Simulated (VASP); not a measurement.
# Ca: Ca into a neighbouring Ca vacancy, part 2 of 5

Aim: the barrier for one hop in Ca: Ca into a neighbouring Ca vacancy.

VASP 6.6.1; PBEsol; plane waves and PAW (Ca_pv).

So far. Step 2 (Relax the host): The run ended after 4 ionic steps, 0.011 eV below its first step, once forces and stress met EDIFFG = -0.02. Step 3 (Relax the host again, on a new basis): The start already met the threshold, so nothing moved.

### 4. Relax the start

System of this step: Ca. The cell holds 31 atoms: 31 Ca. Cell: a = 10.912 Å, b = 10.912 Å, c = 10.912 Å, α = 90.0°, β = 90.0°, γ = 90.0°. It derives from Ca. Nearest the centre at fractional (0.625, 0.125, 0.000): Ca1 at 1.95 Å, Ca2 at 3.33 Å, Ca12 at 3.34 Å, Ca8 at 3.37 Å, Ca23 at 3.37 Å, Ca3 at 4.30 Å, Ca4 at 4.31 Å, Ca5 at 4.32 Å.

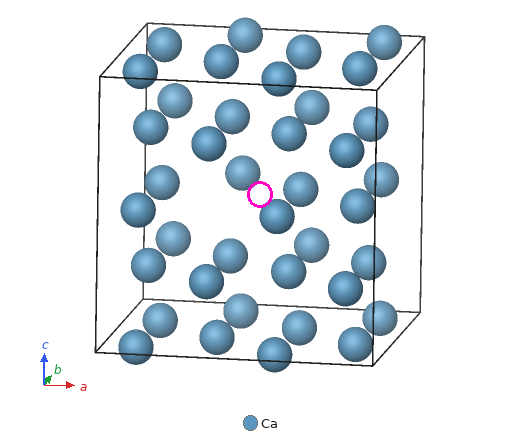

The cell of this step (calcium blue). A ring marks the centre wherever it is empty. Some periodic images of atoms are drawn too.

A path needs two true minima; the start is relaxed with symmetry off.

Input file INCAR:

```
SYSTEM = Ca
PREC = Normal
ENCUT = 280
EDIFF = 1E-05
NELM = 120
ISMEAR = 1
SIGMA = 0.15
LREAL = Auto
ALGO = Fast
GGA = PS
NBANDS = 150
LORBIT = 11
LWAVE = .FALSE.
LCHARG = .FALSE.
KPAR = 6
IBRION = 2
NSW = 60
ISIF = 2
EDIFFG = -0.05
POTIM = 0.4
MAXMIX = 40
ISYM = 0
```

Input file POSCAR:

```
Ca
1.0
   10.9121880448      0.0000000000      0.0000000000
    0.0000000000     10.9121880448      0.0000000000
    0.0000000000      0.0000000000     10.9121880448
Ca
31
Direct
    0.7506333912      0.2515058724      0.0006056294
    0.7476115565      0.0016593480      0.2508181211
   -0.0009841349      0.0010650808      0.0006681930
    0.2505390899      0.2500520927      0.0010020227
    0.4986502174      0.4997014165     -0.0008836345
    0.7510975731      0.7500728032     -0.0005360185
    0.2485669080     -0.0004713853      0.2500149231
    0.4994948714      0.2523717770      0.2518451374
    0.7450309462      0.4965377920      0.2496796754
    0.4992262039      0.0003915677      0.5003983105
    0.7538816024      0.2479618739      0.4993079206
    0.7537440183      0.0011852857      0.7512152712
   -0.0009420776      0.4969793864      0.0003069316
    0.2501998024      0.7477504932     -0.0012522267
   -0.0001320426      0.2482684470      0.2498198895
    0.2501750025      0.5000652229      0.2490720621
    0.5010882292      0.7516333424      0.2505880549
   -0.0014996630      0.0013409818      0.4990809542
    0.2516113370      0.2480356141      0.5016760474
    0.4999632274      0.4977112768      0.4994246810
    0.7500991594      0.7504999755      0.4981998328
    0.2479703923      0.0003658011      0.7491445352
    0.5004316377      0.2513920572      0.7469780811
    0.7504662458      0.5022445489      0.7494546889
   -0.0014860715      0.7513787223      0.2504645201
    0.0016419861      0.4993672842      0.4972841042
    0.2497983708      0.7491828804      0.5014210236
    0.0003548928      0.2470109583      0.7478094896
    0.2516198200      0.5012458822      0.7488265536
    0.4999980778      0.7508166530      0.7508584976
    0.0016059881      0.7504700902      0.7498261974
```

Input file KPOINTS:

```
Automatic mesh
0
Monkhorst-Pack
2 2 2
0 0 0
```

PAW data sets: Ca_pv (PBE family, release 64).

Command:

```sh
$ mpirun -np 6 vasp_std
```

Output:

```text
[banner, memory and clock lines left out]
running    6 mpi-ranks, on    1 nodes
 distrk:  each k-point on    1 cores,    6 groups
 distr:  one band on    1 cores,    1 groups

 POSCAR found type information on POSCAR Ca
 POSCAR found :  1 types and      31 ions
 [... a notice as in an earlier step ...]

 [... a notice as in an earlier step ...]

 LDA part: xc-table for (Slater+PW92), standard interpolation
 POSCAR, INCAR and KPOINTS ok, starting setup
 FFT: planning ... GRIDC
 FFT: planning ... GRID_SOFT
 FFT: planning ... GRID
 WAVECAR not read
 entering main loop
       N       E                     dE             d eps       ncg     rms          rms(c)
DAV:   1     0.236821016384E+04    0.23682E+04   -0.67886E+04  1264   0.166E+03
DAV:   2     0.398845800717E+03   -0.19694E+04   -0.19559E+04  1200   0.477E+02
DAV:   3    -0.175603105667E+02   -0.41641E+03   -0.40904E+03  1328   0.216E+02
DAV:   4    -0.608709338282E+02   -0.43311E+02   -0.41097E+02  1632   0.734E+01
DAV:   5    -0.645127377703E+02   -0.36418E+01   -0.34881E+01  1896   0.192E+01    0.435E+00
RMM:   6    -0.641380722644E+02    0.37467E+00   -0.29225E+00  1424   0.456E+00    0.242E+00
RMM:   7    -0.642385069424E+02   -0.10043E+00   -0.13180E+00  1749   0.234E+00    0.133E+00
RMM:   8    -0.642931631004E+02   -0.54656E-01   -0.38171E-01  1667   0.137E+00    0.568E-01
RMM:   9    -0.643061568095E+02   -0.12994E-01   -0.11252E-01  1813   0.737E-01    0.147E-01
RMM:  10    -0.643109232129E+02   -0.47664E-02   -0.54638E-02  1859   0.337E-01    0.750E-02
RMM:  11    -0.643121627741E+02   -0.12396E-02   -0.17306E-02  1838   0.162E-01    0.356E-02
RMM:  12    -0.643131543706E+02   -0.99160E-03   -0.10062E-02  1810   0.957E-02    0.143E-02
RMM:  13    -0.643134832775E+02   -0.32891E-03   -0.33017E-03  1585   0.529E-02    0.118E-02
RMM:  14    -0.643136614967E+02   -0.17822E-03   -0.17970E-03  1212   0.321E-02    0.760E-03
RMM:  15    -0.643137359193E+02   -0.74423E-04   -0.73083E-04  1121   0.272E-02    0.423E-03
RMM:  16    -0.643137768147E+02   -0.40895E-04   -0.39835E-04   907   0.163E-02    0.129E-03
RMM:  17    -0.643137912494E+02   -0.14435E-04   -0.16265E-04   900   0.143E-02    0.154E-03
RMM:  18    -0.643138008110E+02   -0.95616E-05   -0.99672E-05   924   0.119E-02
   1 F= -.64313801E+02 E0= -.64287350E+02  d E =-.643138E+02
 curvature:   0.00 expect dE= 0.000E+00 dE for cont linesearch  0.000E+00
 trial: gam= 0.00000 g(F)=  0.513E-02 g(S)=  0.000E+00 ort = 0.000E+00 (trialstep = 0.100E+01)
 search vector abs. value=  0.513E-02
 bond charge predicted
       N       E                     dE             d eps       ncg     rms          rms(c)
DAV:   1    -0.643165935824E+02   -0.28023E-02   -0.29148E-01  1816   0.280E+00    0.112E-01
RMM:   2    -0.643177245306E+02   -0.11309E-02   -0.13365E-02  1355   0.503E-01    0.484E-02
RMM:   3    -0.643184988246E+02   -0.77429E-03   -0.74004E-03  1796   0.254E-01    0.230E-02
RMM:   4    -0.643186033466E+02   -0.10452E-03   -0.10508E-03  1851   0.845E-02    0.390E-02
RMM:   5    -0.643186250144E+02   -0.21668E-04   -0.21525E-04  1459   0.334E-02    0.457E-02
RMM:   6    -0.643186293475E+02   -0.43331E-05   -0.48829E-05   968   0.194E-02
   2 F= -.64318629E+02 E0= -.64292252E+02  d E =-.482854E-02
[...]
WARNING in EDDRMM: call to ZHEGV failed, returncode =   8  4    130
[...]
3 F= -.64329900E+02 E0= -.64303245E+02  d E =-.160987E-01
 curvature:  -2.63 expect dE=-0.419E-02 dE for cont linesearch -0.403E-02
 ZBRENT: increasing intervall
 opt :  10.0000  next Energy=   -64.337122 (dE=-0.233E-01)
 bond charge predicted
       N       E                     dE             d eps       ncg     rms          rms(c)
DAV:   1    -0.642662085740E+02    0.63687E-01   -0.10467E+01  1672   0.168E+01    0.703E-01
RMM:   2    -0.643075577639E+02   -0.41349E-01   -0.49885E-01  1449   0.310E+00    0.362E-01
RMM:   3    -0.643329444847E+02   -0.25387E-01   -0.23817E-01  1791   0.139E+00    0.176E-01
RMM:   4    -0.643366418125E+02   -0.36973E-02   -0.35837E-02  1868   0.477E-01    0.228E-01
RMM:   5    -0.643374889593E+02   -0.84715E-03   -0.83058E-03  1855   0.200E-01    0.237E-01
RMM:   6    -0.643376542694E+02   -0.16531E-03   -0.16674E-03  1845   0.104E-01    0.228E-01
RMM:   7    -0.643377297722E+02   -0.75503E-04   -0.54461E-04  1646   0.700E-02    0.163E-01
RMM:   8    -0.643378079005E+02   -0.78128E-04   -0.21196E-04  1400   0.633E-02    0.102E-01
RMM:   9    -0.643377860956E+02    0.21805E-04   -0.14496E-04  1258   0.395E-02    0.117E-01
WARNING in EDDRMM: call to ZHEGV failed, returncode =   6  3    127
RMM:  10    -0.643377938501E+02   -0.77545E-05   -0.11687E-04   852   0.226E-02    0.932E-02
RMM:  11    -0.643377893611E+02    0.44890E-05   -0.11022E-04   921   0.197E-02    0.645E-02
RMM:  12    -0.643377868174E+02    0.25438E-05   -0.10673E-04   996   0.218E-02    0.729E-02
RMM:  13    -0.643377739225E+02    0.12895E-04   -0.91856E-05  1015   0.195E-02    0.112E-01
RMM:  14    -0.643377588764E+02    0.15046E-04   -0.82051E-05  1066   0.216E-02    0.172E-01
RMM:  15    -0.643377318896E+02    0.26987E-04   -0.95354E-05  1422   0.403E-02    0.155E-01
RMM:  16    -0.643377223948E+02    0.94947E-05   -0.41137E-05   770   0.247E-02
   4 F= -.64337722E+02 E0= -.64310196E+02  d E =-.239216E-01
 curvature:  -4.72 expect dE=-0.210E-02 dE for cont linesearch -0.883E-04
 trial: gam= 0.14732 g(F)=  0.446E-03 g(S)=  0.000E+00 ort =-0.310E-03 (trialstep = 0.280E+01)
 search vector abs. value=  0.466E-03
 reached required accuracy - stopping structural energy minimisation
```

Elapsed: 2.4 min, on 6 MPI ranks of Intel Xeon Platinum 8488C (Sapphire Rapids), shared host; peak memory 2.9 GiB.

From OUTCAR (step 4):

```text
 Found      4 irreducible k-points:

   k-points           NKPTS =      4   k-points in BZ     NKDIM =      4   number of bands    NBANDS=    150

   dimension x,y,z NGX =    48 NGY =   48 NGZ =   48
   dimension x,y,z NGXF=    96 NGYF=   96 NGZF=   96

   ENCUT  =  280.0 eV  20.58 Ry    4.54 a.u.  14.89 14.89 14.89*2*pi/ulx,y,z

   NELECT =     248.0000    total number of electrons

 E-fermi :   2.1418

 k-point     1 :       0.2500    0.2500    0.2500
  band No.  band energies     occupation
    ...
    121       2.0175      1.99390
    122       2.0178      1.99322
    123       2.1129      1.31936
    124       2.1258      1.17934
    125       2.1261      1.17614
    126       2.2321      0.15826
    127       2.2465      0.08169
    128       2.2468      0.08036
    129       2.4465     -0.01442
    130       2.4471     -0.01424
    ...

 k-point     2 :      -0.2500    0.2500    0.2500
  band No.  band energies     occupation
    ...
    121       2.0178      1.99317
    122       2.0183      1.99161
    123       2.1121      1.32759
    124       2.1256      1.18169
    125       2.1261      1.17627
    126       2.2321      0.15809
    127       2.2462      0.08299
    128       2.2469      0.07972
    129       2.4471     -0.01425
    130       2.4475     -0.01413
    ...

  Total       -2.4530889     -2.4344743     -2.4659405      0.0064662     -0.0119438     -0.0256428
  in kB       -3.0247421     -3.0017897     -3.0405885      0.0079731     -0.0147272     -0.0316184
  external PRESSURE =      -3.0223734 kB  Pullay stress =       0.0000000 kB

  energy-cutoff  :      280.00
  volume of cell :     1299.38
      direct lattice vectors                 reciprocal lattice vectors
    10.912188045  0.000000000  0.000000000     0.091640650  0.000000000  0.000000000
     0.000000000 10.912188045  0.000000000     0.000000000  0.091640650  0.000000000
     0.000000000  0.000000000 10.912188045     0.000000000  0.000000000  0.091640650

 POSITION                                       TOTAL-FORCE (eV/Angst)
 -----------------------------------------------------------------------------------
      8.17555      2.73333     10.90525         0.006686     -0.008529      0.005693
      8.16804      0.01420      2.71832         0.009664     -0.021623      0.004047
      0.00136      0.00443      0.00866        -0.008969     -0.000538     -0.013722
      2.73351      2.72553     10.90389         0.012220     -0.004492      0.016997
      5.45504      5.45876     10.90326         0.000108     -0.006452      0.003561
      8.18939      8.17812      0.00574        -0.005011      0.006982     -0.018377
      2.72846     10.90482      2.72993         0.009070      0.003330     -0.014508
      5.44418      2.72508      2.74160         0.010751      0.009471     -0.024731
      8.16533      5.44891      2.71823         0.008721     -0.000718      0.003272
      5.45975      0.00207      5.46382        -0.008258     -0.005216     -0.014407
      8.18457      2.71972      5.45640        -0.005217     -0.004589     -0.003779
      8.19488     10.90992      8.18488         0.000947      0.005948      0.006584
     10.91112      5.44289      0.00176         0.001720      0.015408      0.000569
      2.71807      8.17740     10.91091         0.010952      0.005833     -0.001988
      0.00526      2.71402      2.72218        -0.006495      0.006776     -0.016459
      2.74056      5.45986      2.72098        -0.003716     -0.007263     -0.010534
      5.45242      8.18479      2.72385         0.010384      0.006728      0.000211
      0.00241     10.90312      5.44529        -0.011489      0.014972      0.008545
      2.72950      2.71641      5.45151         0.015822     -0.004151      0.013153
      5.45797      5.45757      5.45762        -0.005926      0.003589      0.000878
      8.17652      8.19372      5.45381        -0.001470      0.000472     -0.012597
      2.71809     10.90796      8.18689         0.021501      0.012388     -0.005242
      5.47040      2.73073      8.17347        -0.029942     -0.013647      0.007325
      8.18544      5.46083      8.17854        -0.005041     -0.000929      0.018543
     10.89808      8.19003      2.71476         0.018611      0.000289      0.004857
      0.00568      5.44857      5.44006        -0.009532      0.021689      0.014072
      2.73634      8.19396      5.45390         0.003370     -0.005827      0.000844
      0.01027      2.72677      8.18766        -0.024250     -0.021203      0.001908
      2.73378      5.44906      8.18633         0.009856      0.018612      0.000895
      5.46325      8.19671      8.18387        -0.014977     -0.015510      0.013769
      0.00431      8.19165      8.18659        -0.010093     -0.011799      0.010620
 -----------------------------------------------------------------------------------
    total drift:                               -0.001860      0.003798      0.004370

  FREE ENERGIE OF THE ION-ELECTRON SYSTEM (eV)
  ---------------------------------------------------
  free  energy   TOTEN  =       -64.3377223948 eV

  energy  without entropy=      -64.2551418935  energy(sigma->0) =      -64.31019556

 total charge
# of ion       s       p       d       tot
------------------------------------------
    1        0.327   6.103   0.265   6.695
    2        0.327   6.103   0.265   6.695
    3        0.327   6.116   0.274   6.717
    4        0.327   6.103   0.265   6.695
    5        0.327   6.116   0.274   6.716
    6        0.327   6.103   0.266   6.696
    7        0.328   6.103   0.266   6.697
    8        0.328   6.103   0.266   6.696
    9        0.323   6.110   0.277   6.710
   10        0.327   6.116   0.275   6.718
   11        0.323   6.110   0.277   6.711
   12        0.327   6.103   0.265   6.696
   13        0.327   6.112   0.274   6.712
   14        0.327   6.103   0.266   6.696
   15        0.323   6.111   0.277   6.711
   16        0.323   6.110   0.277   6.710
   17        0.327   6.103   0.265   6.696
   18        0.327   6.112   0.274   6.712
   19        0.323   6.111   0.278   6.711
   20        0.327   6.112   0.274   6.712
   21        0.323   6.110   0.277   6.710
   22        0.327   6.103   0.265   6.695
   23        0.327   6.103   0.266   6.696
   24        0.323   6.110   0.277   6.710
   25        0.323   6.110   0.277   6.710
   26        0.326   6.110   0.270   6.705
   27        0.323   6.110   0.277   6.710
   28        0.323   6.110   0.277   6.711
   29        0.323   6.110   0.277   6.709
   30        0.327   6.103   0.265   6.694
   31        0.323   6.110   0.277   6.710
--------------------------------------------------
tot         10.088 189.352   8.422 207.862

[... 1 part as in an earlier step ...]

[... 5 further parts left out ...]
```

Relaxation path:

```csv
step,energy less that of the first step (eV),largest force (eV/Å)
1,0.0000,0.1224
2,-0.0048,0.1062
3,-0.0161,0.0717
4,-0.0239,0.0337
```

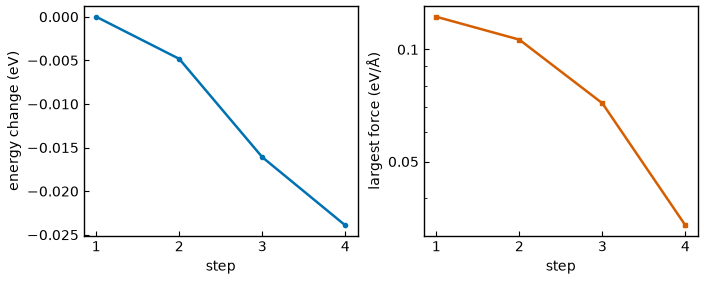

Energy and largest force along the relaxation.

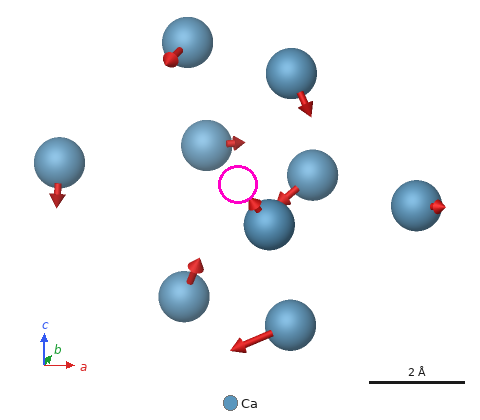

Displacements in the relaxation near the centre, exaggerated; the longest in the cell stands for 0.05 Å. A ring marks the centre wherever it is empty.

The atoms that moved most (Å):

```csv
atom,dx,dy,dz,length
Ca9,0.035,0.031,-0.006,0.047
Ca11,-0.042,0.014,0.008,0.045
Ca28,0.006,0.031,0.027,0.042
Ca12,-0.030,-0.015,-0.013,0.036
Ca8,-0.006,-0.029,-0.007,0.030
Ca18,0.019,-0.024,-0.001,0.030
Ca19,-0.016,0.010,-0.023,0.030
Ca29,-0.012,-0.021,0.015,0.028
```

The relaxed structure:

```cif
data_structure
_symmetry_space_group_name_H-M 'P 1'
_symmetry_Int_Tables_number 1
_cell_length_a 10.9122
_cell_length_b 10.9122
_cell_length_c 10.9122
_cell_angle_alpha 90.000
_cell_angle_beta 90.000
_cell_angle_gamma 90.000
_cell_volume 1299.38
loop_
_atom_site_label
_atom_site_type_symbol
_atom_site_fract_x
_atom_site_fract_y
_atom_site_fract_z
_atom_site_occupancy
Ca1 Ca 0.74921 0.25048 0.99936 1
Ca2 Ca 0.74852 0.00130 0.24911 1
Ca3 Ca 0.00012 0.00041 0.00079 1
Ca4 Ca 0.25050 0.24977 0.99924 1
Ca5 Ca 0.49990 0.50024 0.99918 1
Ca6 Ca 0.75048 0.74945 0.00053 1
Ca7 Ca 0.25004 0.99932 0.25017 1
Ca8 Ca 0.49891 0.24973 0.25124 1
Ca9 Ca 0.74828 0.49934 0.24910 1
Ca10 Ca 0.50034 0.00019 0.50071 1
Ca11 Ca 0.75004 0.24924 0.50003 1
Ca12 Ca 0.75098 0.99979 0.75007 1
Ca13 Ca 0.99990 0.49879 0.00016 1
Ca14 Ca 0.24909 0.74938 0.99988 1
Ca15 Ca 0.00048 0.24871 0.24946 1
Ca16 Ca 0.25115 0.50034 0.24935 1
Ca17 Ca 0.49966 0.75006 0.24962 1
Ca18 Ca 0.00022 0.99917 0.49901 1
Ca19 Ca 0.25013 0.24893 0.49958 1
Ca20 Ca 0.50017 0.50014 0.50014 1
Ca21 Ca 0.74930 0.75088 0.49979 1
Ca22 Ca 0.24909 0.99961 0.75025 1
Ca23 Ca 0.50131 0.25025 0.74902 1
Ca24 Ca 0.75012 0.50043 0.74949 1
Ca25 Ca 0.99871 0.75054 0.24878 1
Ca26 Ca 0.00052 0.49931 0.49853 1
Ca27 Ca 0.25076 0.75090 0.49980 1
Ca28 Ca 0.00094 0.24988 0.75032 1
Ca29 Ca 0.25053 0.49936 0.75020 1
Ca30 Ca 0.50066 0.75115 0.74997 1
Ca31 Ca 0.00039 0.75069 0.75022 1
```

This step gave:

* electronic cycles: 48
* electrons: 248
* free energy (TOTEN): -64.3377 eV
* energy at zero smearing: -64.3102 eV
* Fermi energy: 2.142 eV

The run ended after 4 ionic steps, 0.024 eV below its first step, once the forces on the free atoms met EDIFFG = -0.05.

(Part 2 of 5 ends here.)

[Lines on the potential files, build, host, timing and source positions are cut from VASP's logs without a mark.]

[Logs are printed without paths, hosts, clocks, repeated set-up lines and the standing remarks that a program may print on its own settings, such as how far it seeks lower states.]

[Hosts, paths, dates, database ids (printed as entryN), source tags and the programs' standing remarks are cut or masked in the printed files.]

[Runs that stopped without an error message from VASP are left out.]
